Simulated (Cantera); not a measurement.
Charge: 1 mol SiCl4, 83 mol N2, a varied amount of NH3, held at 525 °C and 0.440 bar.

Cantera equilibrium calculation (NASA polynomials, part measured and part estimated; ideal gas, pure solids and liquids). Candidate condensed phases: NH4Cl, Si, Si3N4; 28 gas species. The numbers say what is thermodynamically allowed, not how fast it happens.

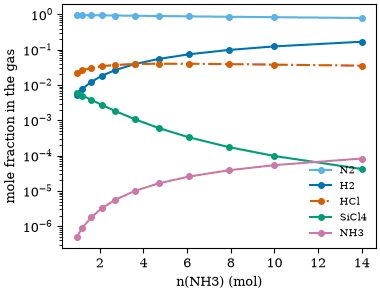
Figure: Equilibrium gas composition (values under 1e-9 drawn at 1e-9)

From 0.94 mol NH3 to 14 mol NH3 the condensed part is Si3N4(s). The main Si-bearing gas is SiCl4 throughout. The share of Si in condensed phases is highest at 14 mol NH3 (99.5 %) and lowest at 0.94 mol NH3 (48.0 %).
